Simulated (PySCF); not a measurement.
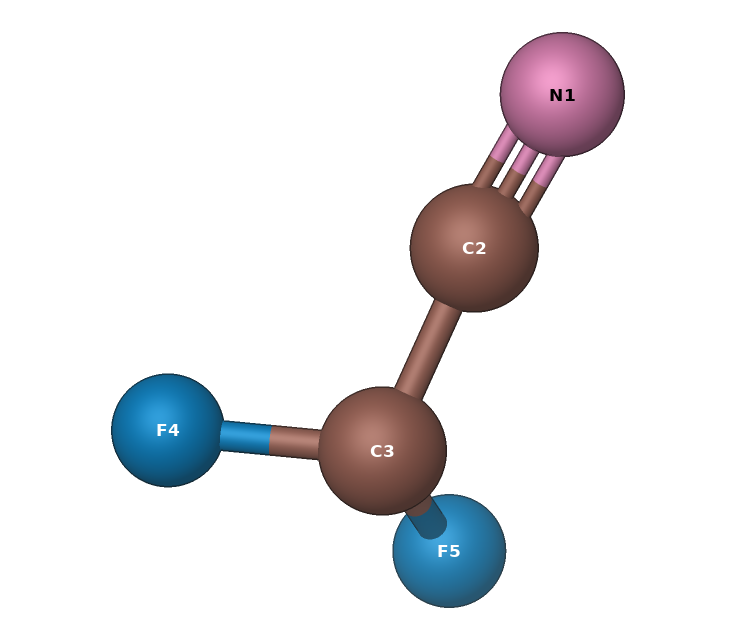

State: charge −1, singlet. The geometry was computed by an optimisation with PBE0-D3(BJ)/def2-SVP. No frequency run is at hand to confirm it as a minimum. Properties computed with B3LYP/pcJ-1 indirect spin-spin coupling, non-relativistic, gas phase (PySCF 2.14.0). Isotopes: 13C, 19F, 15N.

Give the spin–spin coupling constants of these pairs, with the number of bonds between them: C2/C3, N1/C3, C2/F4, N1/F5.

```csv
pair,bonds apart,J (Hz)
"C2, C3",1,33.7
"N1, C3",2,3.0
"C2, F4",2,30.0
"N1, F5",3,−6.7
```

Density functionals are unreliable for couplings to fluorine, so those rows may be far off.
